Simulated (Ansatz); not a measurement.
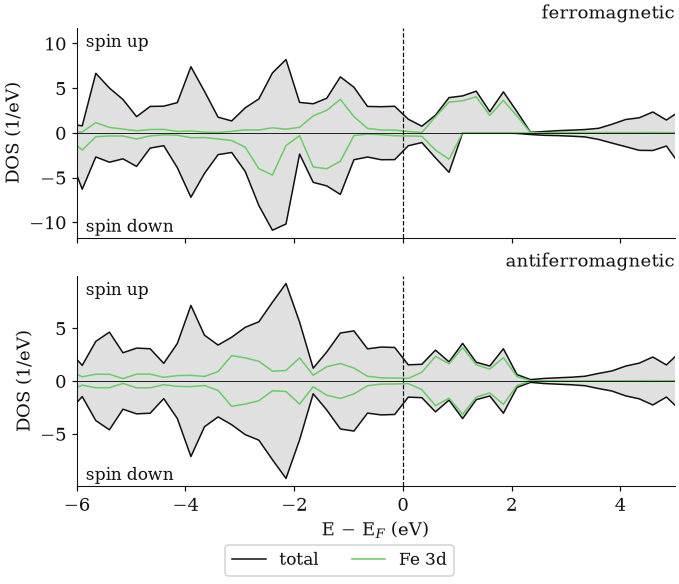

Spin-resolved densities of states of FeCuSO, space group P4/nmm, 8 atoms in the cell, cell charge −1 e, in two magnetic states on the same cell (spin down negative; each from its own Fermi level). Ansatz; DFT with PBE, PAW plane waves, Ueff = 4.53 eV on Cu d; Ueff = 1.75 eV on Fe d, spin-polarised, 6×6×3 k mesh, 420 eV cutoff, Gaussian smearing of 0.03 eV.

### How does the magnetic order change the electronic structure?

Ferromagnetic: net moment 4.1 μB, local moments 4.7 μB in all, metal; antiferromagnetic: net moment 0.0 μB, local moments 6.9 μB in all, metal.

### Which of these states is lowest in energy?

The antiferromagnetic one; the ferromagnetic state lies 10 meV an atom higher. Other orders weren't compared here.

The cell carries a charge of -1 e on a uniform background.
